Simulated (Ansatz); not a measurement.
**C2H10ClNOSi2: geometry relaxation (part 2 of 3)**

C2H10ClNOSi2; RKS PBE0/STO-3G (Ansatz 0.2.0). It belongs to a series of runs on one base structure; here: start relaxed.

Geometry of the input (Å):
```
Si 0.0000  0.0000  0.0000
O  0.0000  0.0000  1.6800
H  -0.9095  -0.2814  2.0171
Cl 2.0086  0.0000  -0.7093
N  -0.8572  1.4851  -0.6061
C  -2.2719  1.4087  -0.9981
H  -2.8245  0.7784  -0.2704
H  -2.7088  2.4290  -1.0098
H  -2.3521  0.9607  -2.0106
C  -0.1354  2.7620  -0.7039
H  -0.2436  3.1711  -1.7300
H  -0.5567  3.4827  0.0276
H  0.9399  2.5975  -0.4831
Si -1.0456  -1.8115  -0.7393
H  -1.7029  -2.4846  0.3772
H  -2.0454  -1.4265  -1.7311
H  -0.0777  -2.7173  -1.3511
```

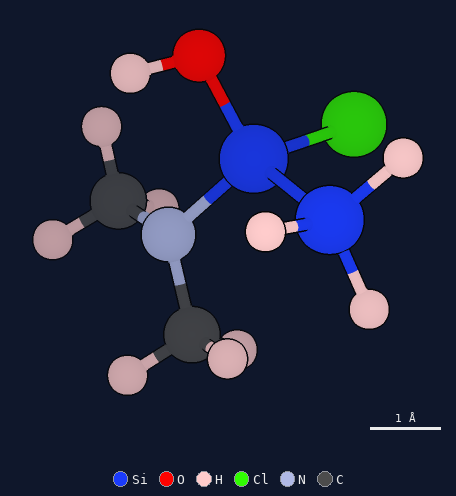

*The geometry at step 14 of the log (ball-and-stick view, seen at a tilt).*

**Trajectory as extended XYZ, continued**
```
17
Properties=species:S:1:pos:R:3:forces:R:3 step=6 energy=-33645.89553
Si   -0.0717   -0.0162   -0.0272    0.1908  -0.2816  -0.0969
O     0.3891    0.0536    1.6186   -0.6524   0.0805   0.2801
H    -0.5152    0.0993    2.1143    0.6339   0.0010  -0.3247
Cl    1.8698    0.0128   -0.9013   -0.1104  -0.0040   0.0379
N    -0.9022    1.4116   -0.5159   -0.2489   0.0696   0.0728
C    -2.2335    1.4371   -1.1581    0.0229  -0.0567  -0.0751
H    -2.8646    0.5992   -0.8006    0.1790   0.2055  -0.1002
H    -2.7416    2.3832   -0.8902   -0.0130  -0.1545  -0.0737
H    -2.1872    1.3790   -2.2715   -0.0200   0.0546   0.2832
C    -0.2104    2.7148   -0.5448    0.0270   0.0248  -0.0339
H    -0.1920    3.1355   -1.5677    0.0243   0.0250   0.0274
H    -0.7003    3.4551    0.1165    0.0050  -0.0062  -0.0271
H     0.8337    2.5886   -0.2159   -0.0513   0.0223   0.0133
Si   -1.1445   -1.9083   -0.6893    0.0087   0.0013  -0.0123
H    -1.8113   -2.5400    0.4254    0.0062   0.0434   0.0091
H    -2.1289   -1.6238   -1.7059    0.0193  -0.0123   0.0047
H    -0.1718   -2.8277   -1.2275   -0.0211  -0.0127   0.0154
17
Properties=species:S:1:pos:R:3:forces:R:3 step=7 energy=-33645.92920
Si   -0.0671   -0.0308   -0.0529    0.1176  -0.0808  -0.0855
O     0.4830    0.0377    1.5675   -0.5970   0.1455   0.1750
H    -0.3858    0.1881    2.1005    0.5362  -0.0567  -0.3011
Cl    1.8186   -0.0370   -1.0400   -0.0549   0.0257   0.0153
N    -0.9313    1.4163   -0.4571   -0.2838  -0.0734   0.0463
C    -2.2132    1.4387   -1.2005   -0.1271  -0.1986  -0.1453
H    -2.8221    0.5307   -0.9780    0.3744   0.4714  -0.1059
H    -2.8020    2.3255   -0.8815    0.1167  -0.2333  -0.1584
H    -2.0751    1.4954   -2.3127   -0.0915   0.0283   0.5156
C    -0.2408    2.7237   -0.4814    0.1392   0.1058   0.0137
H    -0.1427    3.1121   -1.5171    0.0159  -0.0299   0.1608
H    -0.7894    3.4842    0.1142    0.0764  -0.1374  -0.1187
H     0.7778    2.6211   -0.0620   -0.2142   0.0199  -0.0488
Si   -1.1736   -1.9213   -0.6613   -0.0070  -0.0015   0.0558
H    -1.8500   -2.5005    0.4773    0.0122   0.0403  -0.0259
H    -2.1520   -1.6555   -1.6871   -0.0012  -0.0128  -0.0143
H    -0.2171   -2.8743   -1.1686   -0.0117  -0.0125   0.0213
17
Properties=species:S:1:pos:R:3:forces:R:3 step=8 energy=-33645.96780
Si   -0.0687   -0.0332   -0.0880    0.1377  -0.0360   0.0199
O     0.5403    0.0903    1.5068   -0.3533   0.0086   0.1077
H    -0.3043    0.2268    2.0720    0.3346  -0.0227  -0.2311
Cl    1.7759   -0.0103   -1.1492   -0.0371  -0.0293  -0.0038
N    -0.9621    1.4093   -0.4347   -0.2542  -0.0500   0.0317
C    -2.2083    1.4423   -1.2302   -0.0901  -0.1070  -0.1230
H    -2.8079    0.5253   -1.0531    0.2156   0.3151  -0.0672
H    -2.8188    2.3135   -0.9191    0.0716  -0.1539  -0.0775
H    -2.0309    1.5307   -2.3293   -0.0469  -0.0037   0.3135
C    -0.2543    2.7075   -0.4268    0.0927   0.0672  -0.0147
H    -0.0804    3.0848   -1.4557    0.0319   0.0006   0.1338
H    -0.8338    3.4753    0.1234    0.0492  -0.0699  -0.0724
H     0.7279    2.5891    0.0656   -0.1599   0.0648  -0.0508
Si   -1.1870   -1.9331   -0.6399    0.0019   0.0053   0.0192
H    -1.8801   -2.4665    0.5103    0.0093   0.0377  -0.0167
H    -2.1521   -1.6850   -1.6838    0.0096  -0.0202   0.0050
H    -0.2381   -2.9130   -1.1094   -0.0126  -0.0065   0.0264
17
Properties=species:S:1:pos:R:3:forces:R:3 step=9 energy=-33646.00522
Si   -0.0586   -0.0309   -0.1412    0.0294  -0.1833   0.0090
O     0.6104    0.0885    1.4283   -0.0464   0.0059  -0.0579
H    -0.1991    0.2858    2.0152    0.0918   0.0181  -0.1036
Cl    1.7270   -0.0781   -1.3050   -0.1023   0.1241   0.0511
N    -1.0045    1.4087   -0.3921    0.0816  -0.0404   0.0384
C    -2.2001    1.4531   -1.2593   -0.0370  -0.0317  -0.0937
H    -2.7918    0.5320   -1.1396    0.0409   0.0195  -0.0234
H    -2.8401    2.3026   -0.9627    0.0335  -0.0079  -0.0033
H    -1.9665    1.5735   -2.3382    0.0089   0.0072   0.0832
C    -0.2881    2.7050   -0.3548    0.2057   0.2088  -0.0153
H    -0.0063    3.0660   -1.3703   -0.0563  -0.0809   0.2473
H    -0.9179    3.4839    0.1198    0.0831  -0.0932  -0.0911
H     0.6424    2.5992    0.2383   -0.2658   0.0302  -0.1156
Si   -1.1898   -1.9399   -0.6242   -0.0706  -0.0586   0.0942
H    -1.9081   -2.3793    0.5533    0.0210   0.0129  -0.0977
H    -2.1386   -1.7456   -1.6961    0.0382  -0.0050   0.0304
H    -0.2531   -2.9706   -1.0124   -0.0556   0.0743   0.0479
17
Properties=species:S:1:pos:R:3:forces:R:3 step=10 energy=-33646.02222
Si   -0.0515   -0.0583   -0.1958    0.0612   0.3260   0.1767
O     0.7115    0.0752    1.3303   -0.2647   0.0526   0.1228
H    -0.0498    0.3782    1.9433    0.2332  -0.0914  -0.2043
Cl    1.6805    0.0243   -1.4465   -0.2541  -0.1281   0.0293
N    -1.0283    1.3850   -0.3630    0.0831  -0.0863   0.0162
C    -2.1763    1.4478   -1.2966    0.0153   0.0215  -0.0187
H    -2.7623    0.5185   -1.2412    0.0225  -0.0284  -0.0196
H    -2.8385    2.2786   -1.0011   -0.0091   0.0281  -0.0235
H    -1.8858    1.6111   -2.3551    0.0074   0.0020   0.0659
C    -0.3156    2.6863   -0.2833    0.2521   0.2716   0.0289
H     0.0724    3.0326   -1.2728   -0.1395  -0.1343   0.3557
H    -0.9987    3.4707    0.1078    0.1733  -0.1934  -0.1226
H     0.5496    2.5999    0.4110   -0.3606  -0.0122  -0.2599
Si   -1.2451   -1.9538   -0.5730    0.2020  -0.1747  -0.2157
H    -2.0162   -2.3625    0.5833    0.0971   0.1463  -0.0635
H    -2.1402   -1.7861   -1.6973    0.0556  -0.0309   0.0883
H    -0.2885   -2.9936   -0.8910   -0.1750   0.0316   0.0440
17
Properties=species:S:1:pos:R:3:forces:R:3 step=11 energy=-33646.02628
Si   -0.0759   -0.0632   -0.1923    0.4894   0.2939  -0.1963
O     0.7840    0.1044    1.2841   -0.4711   0.0265   0.0962
H     0.0721    0.4685    1.9279    0.2941  -0.1707  -0.3171
Cl    1.5502    0.0113   -1.5893   -0.1708  -0.0530   0.1461
N    -1.0604    1.3820   -0.3289   -0.1079  -0.1798  -0.0201
C    -2.1625    1.4565   -1.3226    0.0754  -0.0216  -0.0369
H    -2.7378    0.5156   -1.3259    0.0781   0.0721  -0.0001
H    -2.8488    2.2723   -1.0390   -0.0118   0.0053  -0.0332
H    -1.8156    1.6548   -2.3609   -0.0272  -0.0326   0.1686
C    -0.3415    2.6792   -0.2196    0.3165   0.2743   0.0812
H     0.1332    2.9989   -1.1843   -0.2184  -0.1384   0.4730
H    -1.0535    3.4752    0.0959    0.2812  -0.2573  -0.1221
H     0.4620    2.5944    0.5521   -0.4332   0.0458  -0.4337
Si   -1.2205   -1.9866   -0.5885   -0.1786  -0.1389   0.3172
H    -2.0188   -2.2505    0.5992    0.1037  -0.0436  -0.2826
H    -2.1085   -1.8402   -1.7213    0.0746   0.0051   0.0761
H    -0.3402   -3.1187   -0.8276   -0.0940   0.3130   0.0838
17
Properties=species:S:1:pos:R:3:forces:R:3 step=12 energy=-33646.03237
Si   -0.0452   -0.0608   -0.2324   -0.3555  -0.4073   0.0957
O     0.8031   -0.0730    1.2583   -0.6800   0.6279  -0.0203
H     0.1864    0.5539    1.7879    0.4556  -0.2395   0.1634
Cl    1.4975    0.0229   -1.6642    0.3496   0.0246  -0.3631
N    -1.0681    1.3636   -0.3023    0.0330   0.2855   0.2676
C    -2.1364    1.4476   -1.3308    0.0502  -0.1050  -0.0585
H    -2.7038    0.5063   -1.3641   -0.0088  -0.0337  -0.0028
H    -2.8422    2.2600   -1.0839    0.0931  -0.0261   0.0687
H    -1.7405    1.6467   -2.3458   -0.0365   0.0212  -0.0428
C    -0.3782    2.6806   -0.1726   -0.1030  -0.3262  -0.1394
H     0.0898    3.0043   -1.1184    0.0749   0.0956  -0.0910
H    -1.0974    3.4546    0.1346   -0.0687   0.0542   0.0455
H     0.4077    2.6071    0.5878    0.1544   0.0510   0.1667
Si   -1.2493   -1.9559   -0.5522    0.0726   0.1147  -0.1096
H    -2.1014   -2.1876    0.5880   -0.0239  -0.0013   0.0188
H    -2.0684   -1.8561   -1.7362    0.0061  -0.0506   0.0071
H    -0.3365   -3.0604   -0.6947   -0.0132  -0.0851  -0.0058
17
Properties=species:S:1:pos:R:3:forces:R:3 step=13 energy=-33646.06831
Si   -0.0534   -0.0566   -0.2322    0.0845  -0.0650   0.1241
O     0.8053    0.0301    1.2517   -0.4105   0.2105  -0.0297
H     0.1336    0.5216    1.8502    0.2943  -0.1794  -0.1729
Cl    1.5077    0.0063   -1.6832   -0.0321   0.0040   0.0514
N    -1.0706    1.3704   -0.3010    0.0250   0.0087   0.0234
C    -2.1420    1.4478   -1.3267    0.0012   0.0053  -0.0440
H    -2.7029    0.5008   -1.3618    0.0292   0.0274   0.0065
H    -2.8475    2.2527   -1.0590    0.0097  -0.0100  -0.0036
H    -1.7609    1.6622   -2.3462   -0.0209  -0.0089   0.0488
C    -0.3632    2.6749   -0.1811    0.0535   0.0268  -0.0041
H     0.1179    2.9948   -1.1289   -0.0418  -0.0118   0.0942
H    -1.0800    3.4594    0.1199    0.0560  -0.0294  -0.0151
H     0.4215    2.6003    0.5922   -0.0812   0.0181  -0.0778
Si   -1.2426   -1.9604   -0.5616   -0.0122  -0.0920   0.0383
H    -2.0921   -2.2103    0.5827    0.0505   0.0364  -0.0620
H    -2.0761   -1.8645   -1.7367    0.0362   0.0021   0.0094
H    -0.3375   -3.0756   -0.7192   -0.0416   0.0573   0.0130
17
Properties=species:S:1:pos:R:3:forces:R:3 step=14 energy=-33646.07407
Si   -0.0676   -0.0689   -0.2456   -0.0853   0.0974   0.0867
O     0.8064    0.0086    1.2159   -0.1249   0.1574   0.2651
H     0.2547    0.6418    1.8006    0.1715  -0.2463  -0.3083
Cl    1.4535    0.0188   -1.7361    0.0252  -0.0046  -0.0143
N    -1.0907    1.3602   -0.2843    0.0487  -0.0049  -0.0117
C    -2.1385    1.4503   -1.3339   -0.0171  -0.0051   0.0285
H    -2.6751    0.4918   -1.4069   -0.0092   0.0360  -0.0129
H    -2.8663    2.2326   -1.0599   -0.0052  -0.0077  -0.0043
H    -1.7387    1.7020   -2.3361    0.0066  -0.0138   0.0035
C    -0.3744    2.6594   -0.1472   -0.0111  -0.0408  -0.0122
H     0.1213    2.9830   -1.0824    0.0104   0.0061  -0.0206
H    -1.0845    3.4483    0.1501   -0.0174   0.0087   0.0182
H     0.3977    2.5716    0.6333    0.0001   0.0482  -0.0048
Si   -1.2513   -1.9744   -0.5573   -0.0081  -0.0140  -0.0276
H    -2.1641   -2.1561    0.5459   -0.0029  -0.0017  -0.0003
H    -2.0130   -1.9148   -1.7821    0.0237  -0.0101   0.0082
H    -0.3522   -3.1005   -0.6150   -0.0051  -0.0047   0.0067
17
Properties=species:S:1:pos:R:3:forces:R:3 step=15 energy=-33646.08257
Si   -0.0806   -0.0738   -0.2350    0.0837  -0.0609   0.0655
O     0.7869   -0.0434    1.2329   -0.0174  -0.1440  -0.0929
H     0.3179    0.6769    1.7680   -0.0430   0.1236   0.0662
Cl    1.4475    0.0414   -1.7222   -0.0113   0.0036  -0.0297
N    -1.0953    1.3597   -0.2588   -0.0546   0.0525   0.0107
C    -2.1481    1.4576   -1.3055    0.0231   0.0227  -0.0279
H    -2.7144    0.5172   -1.3731    0.0135  -0.0468   0.0441
H    -2.8541    2.2629   -1.0416    0.0086  -0.0078   0.0079
H    -1.7406    1.6866   -2.3101   -0.0189   0.0008  -0.0086
C    -0.3748    2.6602   -0.1544   -0.0117   0.0302  -0.0337
H     0.1208    2.9523   -1.1006    0.0026   0.0341   0.0069
H    -1.0898    3.4548    0.1167    0.0143   0.0053  -0.0088
H     0.3971    2.6110    0.6292   -0.0024  -0.0368   0.0123
Si   -1.2486   -1.9857   -0.5728    0.0061  -0.0167  -0.0125
H    -2.2114   -2.1556    0.4890   -0.0118   0.0162  -0.0036
H    -1.9468   -1.9564   -1.8346   -0.0034   0.0247  -0.0092
H    -0.3486   -3.1119   -0.5679    0.0228  -0.0007   0.0133
17
Properties=species:S:1:pos:R:3:forces:R:3 step=16 energy=-33645.97672 accepted=F
Si   -0.0980   -0.0847   -0.2256    0.0252  -0.3257  -0.1487
O     0.7345   -0.1639    1.2606   -0.8675   2.6916   1.2840
H     0.4539    0.7860    1.7090    0.9046  -2.5572  -1.1161
Cl    1.4130    0.0840   -1.7352   -0.0205   0.0472   0.0110
N    -1.1029    1.3580   -0.2134   -0.1046   0.1863   0.0131
C    -2.1622    1.4613   -1.2576    0.0234   0.0276  -0.0818
H    -2.7578    0.5383   -1.3146    0.0518  -0.0839   0.0945
H    -2.8461    2.2901   -1.0053    0.0466  -0.0374   0.0089
H    -1.7478    1.6639   -2.2651   -0.0564   0.0119  -0.0172
C    -0.3749    2.6609   -0.1592   -0.0171   0.0821  -0.0437
H     0.1198    2.9105   -1.1191   -0.0101   0.0441   0.0493
H    -1.0933    3.4647    0.0771    0.0406  -0.0237  -0.0386
H     0.3965    2.6631    0.6273   -0.0131  -0.1376   0.0136
Si   -1.2439   -2.0027   -0.6007   -0.1648  -0.1673  -0.1233
H    -2.3232   -2.1137    0.3687    0.2044   0.0171  -0.2180
H    -1.8025   -2.0269   -1.9454    0.1184   0.0187   0.3311
H    -0.3480   -3.1348   -0.4425   -0.1609   0.2062  -0.0180
17
Properties=species:S:1:pos:R:3:forces:R:3 step=17 energy=-33646.09222
Si   -0.0840   -0.0764   -0.2248    0.1108  -0.0687   0.0228
O     0.7554   -0.0914    1.2597   -0.1628   0.0458  -0.0167
H     0.3510    0.6981    1.7560    0.0995  -0.0067   0.0014
Cl    1.4489    0.0871   -1.7068   -0.0131  -0.0236  -0.0083
N    -1.0916    1.3637   -0.2427   -0.0583   0.0735   0.0027
C    -2.1609    1.4466   -1.2748    0.0164  -0.0215  -0.0022
H    -2.7284    0.5042   -1.3117    0.0137  -0.0029   0.0236
H    -2.8611    2.2572   -1.0123    0.0046  -0.0034   0.0005
H    -1.7717    1.6554   -2.2914   -0.0172  -0.0014   0.0084
C    -0.3635    2.6630   -0.1727   -0.0011   0.0211   0.0023
H     0.1273    2.9360   -1.1277   -0.0115   0.0083   0.0199
H    -1.0725    3.4662    0.0895    0.0137  -0.0022  -0.0143
H     0.4139    2.6261    0.6072   -0.0131  -0.0308  -0.0071
Si   -1.2473   -1.9837   -0.5940   -0.0126  -0.0158  -0.0325
H    -2.2697   -2.1217    0.4186    0.0345   0.0060  -0.0473
H    -1.8758   -1.9620   -1.8946    0.0262  -0.0037   0.0456
H    -0.3529   -3.1144   -0.5183   -0.0297   0.0261   0.0012
17
Properties=species:S:1:pos:R:3:forces:R:3 step=18 energy=-33646.10045
Si   -0.0902   -0.0782   -0.2128    0.0549  -0.1048  -0.0277
O     0.7111   -0.1252    1.2910   -0.3380   0.6224   0.2376
H     0.4186    0.7598    1.7288    0.3081  -0.5757  -0.2501
Cl    1.4478    0.0902   -1.6926    0.0058   0.0176   0.0158
N    -1.0932    1.3678   -0.2312   -0.0125   0.0494  -0.0317
C    -2.1702    1.4379   -1.2563    0.0107  -0.0394   0.0133
H    -2.7345    0.4921   -1.2724    0.0106   0.0374   0.0005
H    -2.8696    2.2498   -0.9964   -0.0060   0.0024  -0.0018
H    -1.7930    1.6346   -2.2801   -0.0093  -0.0087   0.0228
C    -0.3591    2.6647   -0.1780   -0.0070   0.0000   0.0084
H     0.1324    2.9279   -1.1356   -0.0128  -0.0084   0.0162
H    -1.0622    3.4747    0.0785    0.0092  -0.0076  -0.0030
H     0.4191    2.6277    0.6015   -0.0135   0.0089  -0.0152
Si   -1.2447   -1.9819   -0.6163   -0.0722  -0.0552   0.0345
H    -2.3038   -2.0999    0.3637    0.0692  -0.0104  -0.0899
H    -1.8308   -1.9689   -1.9386    0.0597   0.0047   0.0849
H    -0.3607   -3.1191   -0.4942   -0.0567   0.0676  -0.0145
17
Properties=species:S:1:pos:R:3:forces:R:3 step=19 energy=-33646.12250
Si   -0.0864   -0.0926   -0.2185   -0.0716   0.1429  -0.1361
O     0.6434   -0.1744    1.3068   -0.0040   0.2567   0.2362
H     0.5581    0.7726    1.6751    0.1373  -0.2356  -0.0916
Cl    1.4943    0.0552   -1.6662   -0.0754   0.0477   0.0853
N    -1.0709    1.3691   -0.2540   -0.0536   0.0082  -0.0664
C    -2.1757    1.4373   -1.2490    0.0517   0.0028   0.0761
H    -2.7602    0.5046   -1.2244    0.0131  -0.0045  -0.0281
H    -2.8503    2.2683   -0.9815    0.0046  -0.0245  -0.0261
H    -1.8292    1.6066   -2.2883   -0.0119  -0.0086   0.0143
C    -0.3720    2.6841   -0.1785    0.0227  -0.1543  -0.0115
H     0.1334    2.9676   -1.1226    0.0034  -0.0048   0.0022
H    -1.1034    3.4724    0.0650   -0.0029  -0.0059   0.0049
H     0.3866    2.6676    0.6205    0.0149  -0.0078  -0.0138
Si   -1.2469   -1.9875   -0.6221   -0.0496  -0.0169  -0.0216
H    -2.3411   -2.0855    0.3153    0.0104   0.0033  -0.0179
H    -1.7804   -1.9815   -1.9624    0.0106  -0.0106   0.0001
H    -0.3819   -3.1299   -0.4562    0.0005   0.0120  -0.0060
17
Properties=species:S:1:pos:R:3:forces:R:3 step=20 energy=-33646.13657
Si   -0.0920   -0.0842   -0.1716   -0.1288   0.1073   0.0474
O     0.6570   -0.1789    1.3531   -0.1606   0.1234  -0.0079
H     0.7574    0.7862    1.6657    0.0071  -0.2082  -0.1640
Cl    1.4970    0.0818   -1.5976    0.0282   0.0585  -0.0512
N    -1.0909    1.3650   -0.2331    0.1709  -0.0001   0.0350
C    -2.1853    1.4055   -1.2371    0.0428   0.0706  -0.0085
H    -2.7480    0.4606   -1.2202   -0.0123  -0.0262   0.0028
H    -2.8810    2.2213   -0.9789   -0.0170  -0.0029  -0.0245
H    -1.8319    1.5809   -2.2733   -0.0116  -0.0065   0.0196
C    -0.3831    2.6752   -0.1895   -0.0996  -0.0249  -0.0051
H     0.1196    2.9346   -1.1427   -0.0084  -0.0075   0.0272
H    -1.1088    3.4725    0.0424    0.0164   0.0154  -0.0193
H     0.3773    2.6726    0.6068    0.0335  -0.0256   0.0047
Si   -1.2823   -1.9468   -0.6488    0.1579  -0.1284   0.1704
H    -2.4160   -2.0506    0.2384   -0.0129   0.0306  -0.0142
H    -1.7469   -1.9547   -2.0144    0.0254   0.0775   0.0024
H    -0.4250   -3.0871   -0.4402   -0.0308  -0.0529  -0.0144
17
Properties=species:S:1:pos:R:3:forces:R:3 step=21 energy=-33646.09206 accepted=F
Si   -0.1165   -0.0826   -0.1548    0.0258  -0.0543   0.1269
O     0.5897   -0.2092    1.3872    0.7132   2.1279   0.3948
H     0.9420    0.7763    1.5983   -0.7262  -2.1144  -0.4493
Cl    1.4916    0.1517   -1.5524    0.0359  -0.0077  -0.0318
N    -1.1065    1.3700   -0.2294    0.0453  -0.0502   0.0153
C    -2.1950    1.4026   -1.2391   -0.0073   0.0289  -0.0331
H    -2.7511    0.4534   -1.2228   -0.0131  -0.0017   0.0083
H    -2.8991    2.2140   -0.9903   -0.0072   0.0066  -0.0141
H    -1.8374    1.5743   -2.2744    0.0018   0.0063   0.0142
C    -0.3939    2.6759   -0.1938   -0.0541   0.0048   0.0041
H     0.1093    2.9272   -1.1488   -0.0080  -0.0095   0.0193
H    -1.1144    3.4793    0.0339    0.0130   0.0021  -0.0104
H     0.3688    2.6725    0.6007    0.0078  -0.0183   0.0070
Si   -1.2712   -1.9681   -0.6258   -0.1058   0.0940  -0.1528
H    -2.4542   -2.0325    0.2045    0.0680  -0.0073  -0.0592
H    -1.6690   -1.8949   -2.0161   -0.0094  -0.1097   0.1431
H    -0.4760   -3.1559   -0.4178    0.0203   0.1025   0.0177
```
